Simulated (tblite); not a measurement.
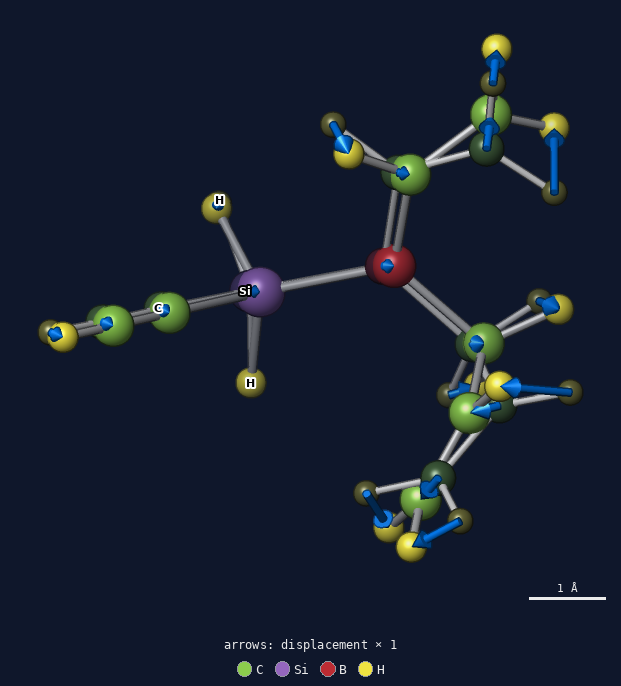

This is a relaxation of C7H11BSi. The starting structure is drawn faded, the final one solid; blue arrows show the displacements, at their true length. The two geometries are superimposed by the best rigid fit.

A ball-and-stick model, seen face on.

The calculation used tblite 0.8.0, GFN2-xTB geometry optimisation, gas phase. 

### Atoms of which element are displaced furthest, and by how much?

Hydrogen: up to 1.25 Å, against 0.62 Å for carbon.

### What happened in the run?

The largest move after the best rigid fit is that of an H atom, 1.25 Å. By element the largest moves are H 1.25 Å, C 0.62 Å, B 0.19 Å, Si 0.15 Å. Among the contacts that change: C–Si 1.805 → 1.859 Å, B–C 1.584 → 1.547 Å, B–Si 1.938 → 1.969 Å, C–C 1.344 → 1.322 Å. Bond angles that change, for instance: B–C–C 111.3° → 101.5°, B–Si–H 109.3° → 115.6°, B–Si–H 110.2° → 116.3°. Groups turn about B–C by about 40°, C–C by about 25°. Over 186 geometry steps the energy falls by 25.2 kJ/mol. The run took 1 s on 1 thread of AMD EPYC 9B45 (shared host).
